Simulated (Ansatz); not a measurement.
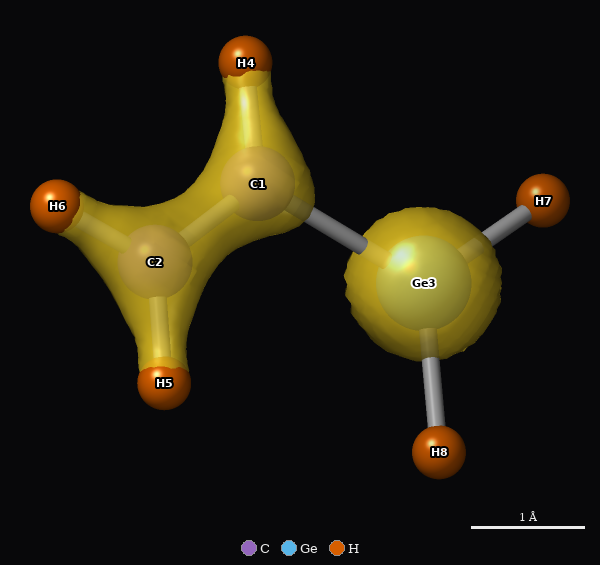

C2H5Ge (SMILES C=[CH][GeH2+]) (charge +1). Isosurface of the electron density at 1.5 e/Å³ (yellow), seen at a tilt.

Geometry: B3LYP-D3(BJ)/def2-SVP.

Level of theory: Ansatz 0.2.0, isolated molecule in a Gaussian basis; Kohn-Sham density functional theory, functional PBE0.

Input

```
crystal:
  periodic: [false, false, false]
  atoms:
    - {symbol: C, position_ang: [1.232202, -1.163753, -0.694824]}
    - {symbol: C, position_ang: [1.960920, -1.702520, -1.703356]}
    - {symbol: Ge, position_ang: [0.968378, 0.691153, -0.631196]}
    - {symbol: H, position_ang: [0.792669, -1.792525, 0.086774]}
    - {symbol: H, position_ang: [2.412896, -1.099192, -2.499021]}
    - {symbol: H, position_ang: [2.128494, -2.784475, -1.761344]}
    - {symbol: H, position_ang: [0.157178, 1.355129, 0.481011]}
    - {symbol: H, position_ang: [1.589228, 1.554524, -1.731550]}
basis:
  gaussian: {orbitals: def2-TZVPD}
total_charge: 1
hamiltonian: {xc: pbe0}
output: {forces: true, orbitals: {seedname: orbitals}}
```

Command:

```sh
ansatz run input.yaml --threads 1 --pin off --max-ram 2610MiB --events-out events.jsonl --progress --plain --runs-dir runs
```

How is the density connected at this value?

Answer. At this value the surface falls into four separate pieces. It bridges the sampled C–C (1.36 Å) and C–H (1.10 Å) contacts, where the density stays above the isovalue. It is pinched off along the sampled C–Ge (1.87 Å) and Ge–H (1.53 Å) contacts. On the grid the lowest density along these lines, outside the cores, is 2.3 e/Å³ (C–C, 1.36 Å), 1 e/Å³ (C–Ge, 1.87 Å), 1.9 e/Å³ (C–H, 1.10 Å) and 0.96 e/Å³ (Ge–H, 1.53 Å).
